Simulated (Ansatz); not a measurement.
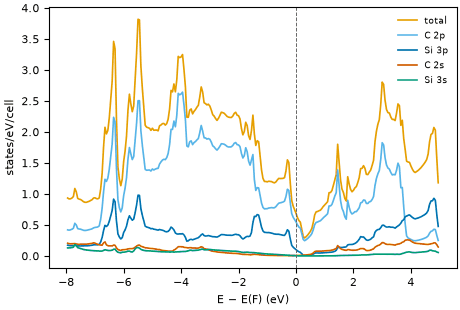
Total and projected density of states of SiC$_{2}$ in space group P4_2/mmc (No. 131; Si on 2e, C on 4i), the program Ansatz at the PBE level (PAW)

Question: Which orbitals carry the states next to the Fermi level?

Answer: Within 0.5 eV of the Fermi level: C 2p 75 %, Si 3p 20 %. Projections are on Löwdin-orthogonalised atomic valence shells; empty p or d shells of many metals are not among them.

Question: Where is the tallest occupied peak in this window, and what makes it?

Answer: Near -5.5 eV, about 3.8 states/eV per cell; the largest projected share is C 2p.

The start of the workflow was typed in or built on a structure type; neither database checked (COD, Materials Project) lists it. Its standing as an ambient phase is unchecked. Symmetry was held in the PBE relaxation; whether a distortion lowers the energy is not shown. Its formation energy is positive at this level, so the cell may be metastable or incomplete.

Potentials: the earlier of the program's two PAW sets.
